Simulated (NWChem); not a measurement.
# C2F3N (cyanotrifluoromethane) at CAM-B3LYP/LANL2DZ

Aim: the electronic atomisation energy of C2F3N (cyanotrifluoromethane) at CAM-B3LYP/LANL2DZ, from 4 runs. 

Program for the calculation: NWChem 7.3.0.

7 further runs of the same task are left out: 6 that didn't finish, 1 set aside as unsound or not needed.

## Step 1: The molecule

C2F3N has 6 atoms, charge 0, and is taken as a singlet. As SMILES, `N#CC(F)(F)F`. The shape is that of a PBE0-D4/def2-TZVP optimisation.

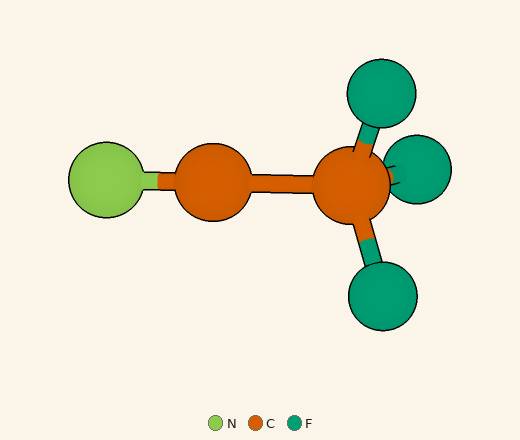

The structure, seen from a chosen angle (nitrogen green, carbon orange, fluorine teal).

## Step 2: The energy at CAM-B3LYP/LANL2DZ (run 1)

Contents of geom.nw:

```
start geom
memory stack 880 mb heap 220 mb global 1100 mb

geometry noautosym nocenter noautoz
  N        1.022100      -1.705100       0.893500
  C        0.486200      -0.810600       0.417800
  C       -0.206400       0.345600      -0.197200
  F       -1.316000      -0.055800      -0.802300
  F        0.581500       0.927000      -1.091500
  F       -0.525200       1.234800       0.733600
end

basis spherical bse
  * library LANL2DZ
end

dft
  xc xcamb88 1.00 lyp 0.81 vwn_5 0.19 hfexch 1.00
  cam 0.33 cam_alpha 0.19 cam_beta 0.46
  grid fine
  convergence energy 1e-08
  direct
  maxiter 100
  mulliken
  noprint "final vectors analysis"
end

task dft energy
```

On the command line:

```bash
$ nwchem geom.nw > geom.out
```

Log, shortened:

```text
[...]
          Wavefunction type:  closed shell.
          No. of atoms     :     6
          No. of electrons :    46
[...]
          Charge           :     0
          Spin multiplicity:     1
[...]
          AO basis - number of functions:    54
[...]
              XC Information
              --------------
                     Hartree-Fock (Exact) Exchange  1.000
                   CAM-Becke88 Exchange Functional  1.000
                      VWN V Correlation Functional  0.190 local
              Lee-Yang-Parr Correlation Functional  0.810
[...]
 d= 0,ls=0.0,diis     1   -429.9941783864 -6.62D+02  4.24D-02  2.18D+00     1.7
[...]
 d= 0,ls=0.0,diis    11   -430.2873947620 -8.34D-10  5.17D-07  8.28D-10    17.2
         Total DFT energy =     -430.287394761981
      One electron energy =    -1053.217337393140
           Coulomb energy =      439.602881576532
    Exchange-Corr. energy =      -48.943604596591
 Nuclear repulsion energy =      232.270665651217
[...]
      Total Density - Mulliken Population Analysis
     ---------------------------------------------
    Atom       Charge   Shell Charges
 -----------   ------   -------------------------------------------------------
    1 N    7     6.90   2.00  0.94  0.72  2.71  0.53
    2 C    6     6.16   2.00  0.77  0.26  2.60  0.53
    3 C    6     5.54   2.00  0.80  0.17  2.37  0.19
    4 F    9     9.13   2.00  1.02  0.90  3.96  1.26
    5 F    9     9.13   2.00  1.02  0.90  3.96  1.26
    6 F    9     9.13   2.00  1.02  0.90  3.96  1.26
[...]
```

It took 18 s on 1 thread of Intel Xeon Platinum 8488C (Sapphire Rapids), shared host; peak memory 0.11 GiB.

## Step 3: The C atom (run 2)

Contents of a.nw:

```
start a
memory 2200 mb

geometry units angstroms noautosym nocenter noautoz
 C        0.000000       0.000000       0.000000
end

basis spherical bse
 * library LANL2DZ
end

dft
 xc xcamb88 1.00 lyp 0.81 vwn_5 0.19 hfexch 1.00
 cam 0.33 cam_alpha 0.19 cam_beta 0.46
 mult 3
 grid fine
 convergence energy 1e-08
 direct
 maxiter 100
 mulliken
 print low
end

task dft energy
```

Run the same way, it converges to -37.83089 Eh (log not shown).

Run 3 isn't shown in full; the table further down has it.

## Step 4: The N atom, same level (run 4)

Contents of n.xyz:

```xyz
1
N
N      0.000000     0.000000     0.000000
```

Contents of n.nw:

```
start n
title "N"
memory total 2200 mb

geometry units angstroms noautosym nocenter noautoz
  load n.xyz
end

basis "ao basis" spherical bse
  * library LANL2DZ
end

dft
  xc xcamb88 1.00 lyp 0.81 vwn_5 0.19 hfexch 1.00
  cam 0.33 cam_alpha 0.19 cam_beta 0.46
  mult 4
  grid fine
  convergence energy 1e-08
  direct
  maxiter 100
  mulliken
  noprint "final vectors analysis"
end

task dft energy
```

On the command line:

```bash
$ nwchem n.nw > n.out
```

Log, shortened:

```text
[...]
          Wavefunction type:  spin polarized.
          No. of atoms     :     1
          No. of electrons :     7
[...]
          Charge           :     0
          Spin multiplicity:     4
[...]
          AO basis - number of functions:     9
[...]
              XC Information
              --------------
                     Hartree-Fock (Exact) Exchange  1.000
                   CAM-Becke88 Exchange Functional  1.000
                      VWN V Correlation Functional  0.190 local
              Lee-Yang-Parr Correlation Functional  0.810
[...]
 d= 0,ls=0.0,diis     1    -54.5335744598 -5.45D+01  4.47D-02  1.02D-01     0.1
[...]
 d= 0,ls=0.0,diis     6    -54.5744170948 -1.77D-09  1.96D-08  1.43D-14     0.2
[...]
         Total DFT energy =      -54.574417094805
      One electron energy =      -73.925946917930
           Coulomb energy =       26.123502312077
    Exchange-Corr. energy =       -6.771972488952
 Nuclear repulsion energy =        0.000000000000
[...]
      Total Density - Mulliken Population Analysis
     ---------------------------------------------
    Atom       Charge   Shell Charges
 -----------   ------   -------------------------------------------------------
    1 N    7     7.00   2.00  0.99  1.01  2.30  0.70
     --------------------------------------------
      Spin Density - Mulliken Population Analysis
     --------------------------------------------
    Atom       Charge   Shell Charges
 -----------   ------   -------------------------------------------------------
    1 N    7     3.00  -0.00  0.07 -0.07  2.30  0.70
[...]
      <S2> =      3.7519 (Exact =     3.7500)
[...]
```

Wall time 0.73 s (1 thread of Intel Xeon Platinum 8488C (Sapphire Rapids), shared host); peak memory 0.1 GiB.

## Step 5: All runs side by side

| run | level | partner | energy (Eh) | wall time |
| --- | --- | --- | --- | --- |
| 1 | CAM-B3LYP/LANL2DZ | base | -430.287395 | 18 s |
| 2 | UCAM-B3LYP/LANL2DZ | atoms | -37.830893 | 0.79 s |
| 3 | UCAM-B3LYP/LANL2DZ | atoms | -99.726121 | 0.79 s |
| 4 | UCAM-B3LYP/LANL2DZ | atoms | -54.574417 | 0.73 s |

## Step 6: Outcome

Level: CAM-B3LYP/LANL2DZ.

| quantity | value |
| --- | --- |
| N atom: total energy | -54.57442 Eh |
| N atom: ⟨S²⟩ | 3.752 |
| electronic atomisation energy | 23.751 eV |

What this shows: Taking the molecule apart into free atoms costs 23.75 eV (2292 kJ/mol), before zero-point energy and without spin-orbit coupling. The basis has no polarisation functions, which makes bonds too weak. All runs together took 20 s, the longest 18 s.
